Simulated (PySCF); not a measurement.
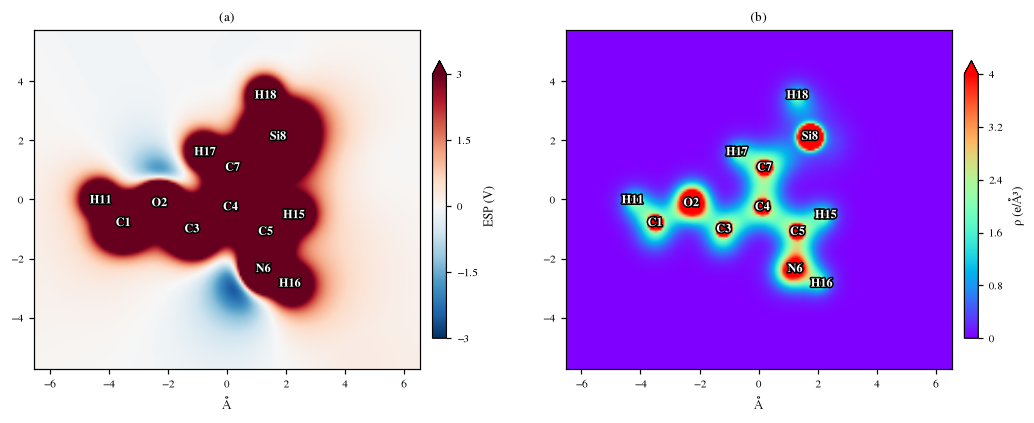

*C5H13NOSi2 (SMILES [H]/N=C/C(=C\[SiH2][SiH3])COC). (a) electrostatic potential; (b) total electron density on the plane of atoms C3, C4 and C5.*

Geometry: GFN2-xTB.

All numbers below come from PBE0/pcSseg-1, SCF density, gas phase, non-relativistic (PySCF).

The calculation's input:

```
{"job": {"kind": "nmr", "xc": "PBE0", "basis": "pcSseg-1"}, "charge": 0, "multiplicity": 1}
C     -3.625534    -1.044932    -0.607866
O     -2.272642    -1.017965    -0.240596
C     -1.753788     0.289260    -0.190189
C     -0.304619     0.287511     0.214318
C      0.322134     1.596815     0.270500
N     -0.328744     2.647417     0.019174
C      0.368124    -0.833094     0.504832
Si     2.174992    -0.969638     1.016563
Si     3.593767    -0.177031    -0.632289
H     -4.243746    -0.486665     0.107021
H     -3.928897    -2.090445    -0.610393
H     -3.776217    -0.618228    -1.607920
H     -2.318885     0.903951     0.529080
H     -1.846940     0.782170    -1.171411
H      1.388703     1.575280     0.544737
H      0.197751     3.514957     0.081706
H     -0.195892    -1.752544     0.422219
H      2.386809    -2.391983     1.321332
H      2.345129    -0.264502     2.298014
H      2.875092     0.190578    -1.856290
H      4.620334    -1.149437    -1.013363
H      4.312657     1.027910    -0.201597
```

Command:

```sh
OMP_NUM_THREADS=1 python probes_run.py task.json out
```

Question: Interpret the plot.

Answer:
- Atoms in the plane: C, O, N, Si and H.
- C–N (1.26 Å): the density is about 2.8 e/Å³ at the midpoint.
- C–C (1.34 Å): the density is about 2.3 e/Å³ at the midpoint.
- C–O (1.40 Å): ρ is about 2.1 e/Å³ halfway, with its minimum of 1.8 e/Å³ about 0.5 Å from C.
- C–Si (1.88 Å): ρ at the midpoint is about 0.92 e/Å³.
- N–H (1.02 Å): the density is about 2.8 e/Å³ at the midpoint.
- Outside the dense part of the molecule the potential is most negative (−2.5 V) near N6.
